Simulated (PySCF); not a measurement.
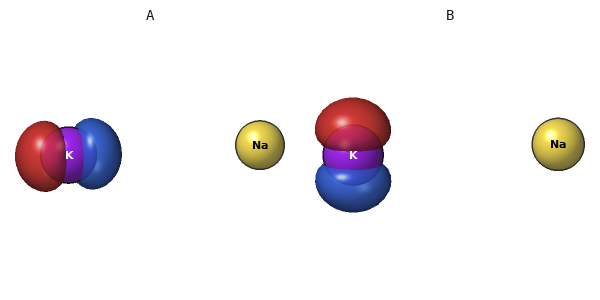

*KNa (charge +1, doublet). Two frontier β-spin orbitals, each drawn at the value that holds 80 % of its norm (blue and red are the two phases), in no order; of a degenerate pair one member is drawn.*

The calculation used PySCF, PBE0/6-31G(d,p), non-relativistic, at a bond length of 4.115 Å.

### Name the orbitals and rank them from lowest to highest energy.

Orbital B: π, occupied in this spin, −25.68 eV; almost wholly on K.
Orbital A: σ, occupied in this spin, −25.63 eV; almost wholly on K.
